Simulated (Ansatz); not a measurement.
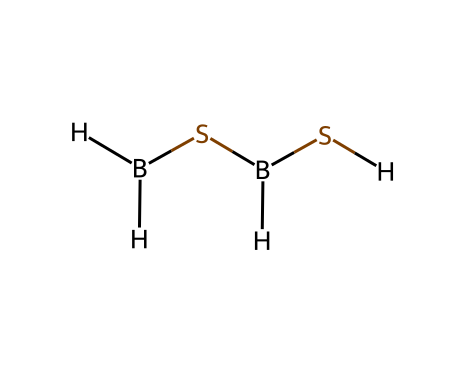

> Give its SMILES.

BSBS

> Give the formula, hydrogens included.

B2H4S2.

> An optimisation with PBE0-D4/def2-TZVP gave a structure of which point group?

Cs. Other conformers may differ.

More results for the same structure follow; atom numbers are the same in all pictures, views and colours differ. The geometry was computed by an optimisation with PBE0-D4/def2-TZVP.

**Thermal motion**

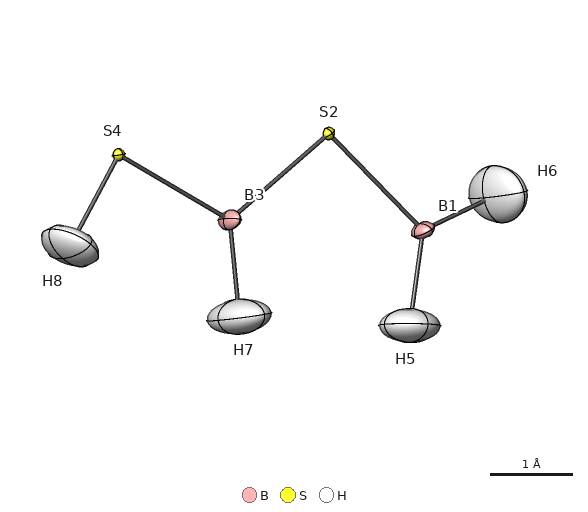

Displacement ellipsoids at the 50 % level, enlarged 1.5 times, from the internal vibrations of the free molecule (harmonic, no overall translation or rotation; no half-axis is drawn under 0.075 Å). Vibrations computed with RKS PBE0-D4/def2-TZVP (Ansatz 0.2.0). Temperature: 100 K.

List U_eq and the three principal root-mean-square amplitudes for each kind of atom.

| atom | U_eq (Å²) | rms amplitudes (Å) |
| --- | --- | --- |
| B1 | 0.0040 | 0.041, 0.058, 0.084 |
| S2 | 0.00098 | 0.024, 0.034, 0.035 |
| B3 | 0.0048 | 0.039, 0.053, 0.100 |
| S4 | 0.00098 | 0.018, 0.034, 0.039 |
| H5 | 0.0214 | 0.089, 0.158, 0.177 |
| H6 | 0.0317 | 0.093, 0.153, 0.251 |
| H7 | 0.0287 | 0.092, 0.133, 0.245 |
| H8 | 0.0228 | 0.081, 0.149, 0.199 |

**Electronic properties**

Method: RKS r2SCAN-D4/def2-TZVPP (Ansatz 0.2.0).

> What is the dispersion correction?

−4.1 kJ/mol.

> Give the dipole moment at this level.

1.46 D.

> Give the HOMO energy (Kohn–Sham orbital) at this level.

−7.18 eV.

> Give the HOMO–LUMO gap at this level.

4.62 eV.

**Charges**

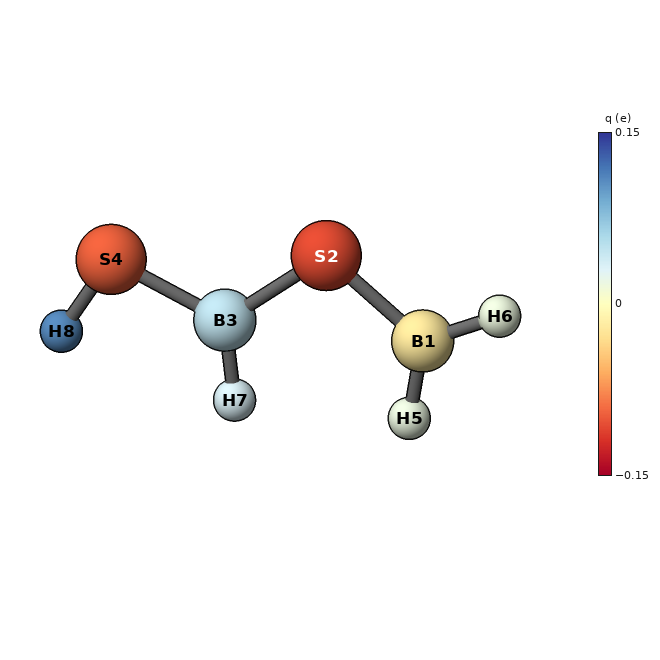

Atoms are coloured by their Mulliken charges. Method: RKS r2SCAN-D4/def2-TZVPP (Ansatz 0.2.0).

> Which atom carries the highest charge (most positive or least negative)?

H8 (0.11 e).

> And the lowest?

S2 (−0.10 e).

Give the Mulliken charges atom by atom.

```
atom  value (e)
  B1      −0.02
  S2      −0.10
  B3       0.05
  S4      −0.09
  H5       0.02
  H6       0.02
  H7       0.03
  H8       0.11
```

Mulliken values depend strongly on the basis set and can even reverse the polarity of a bond.
